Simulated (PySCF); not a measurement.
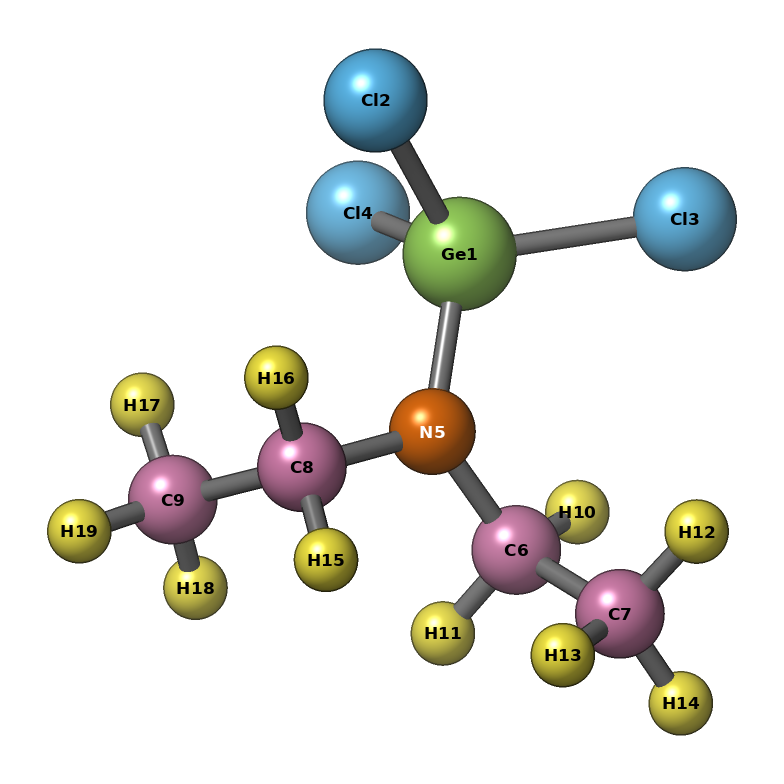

The geometry was computed by an optimisation with PBE0-D3(BJ)/def2-SVP. No frequency run is at hand to confirm it as a minimum. Method: delta-SCF UKS SCAN, pcX-2 on the ionised atom (unc-x2c-TZVPall on a metal), pcseg-1 elsewhere, spin-free X2C (PySCF 2.14.0).

Give the core-electron binding energies (to vacuum; p and d levels without spin–orbit splitting) of Cl2 1s, Cl2 2p, N5 1s, C6 1s, C7 1s.

```json
{"atom": "Cl2", "level": "1s", "binding energy (eV)": "2828.6"}
{"atom": "Cl2", "level": "2p", "binding energy (eV)": "206.6"}
{"atom": "N5", "level": "1s", "binding energy (eV)": "404.8"}
{"atom": "C6", "level": "1s", "binding energy (eV)": "291.8"}
{"atom": "C7", "level": "1s", "binding energy (eV)": "290.7"}
```
